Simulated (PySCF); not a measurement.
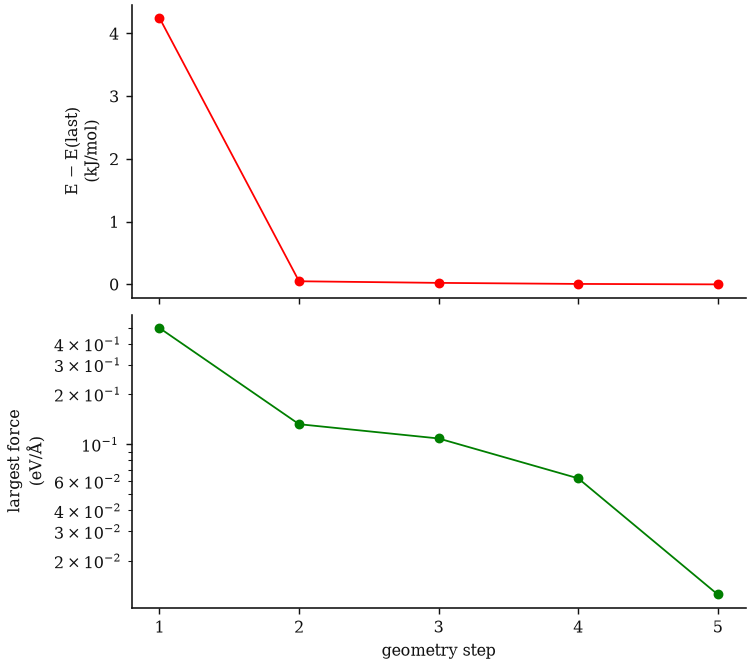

History of a geometry optimisation.

- system: C8H6O (SMILES c1ccc2cocc2c1)
- method: PBE0-D3(BJ)/def2-SVP, geometry optimisation in PySCF 2.14.0, density fitting

> How did it end, and what did it gain?

The optimisation met its thresholds at geometry 5, counting the start as the first. The energy fell by about 4.2 kJ/mol from the first step to the last. The largest force goes from about 0.5 eV/Å at the start to 0.013 eV/Å at the end.
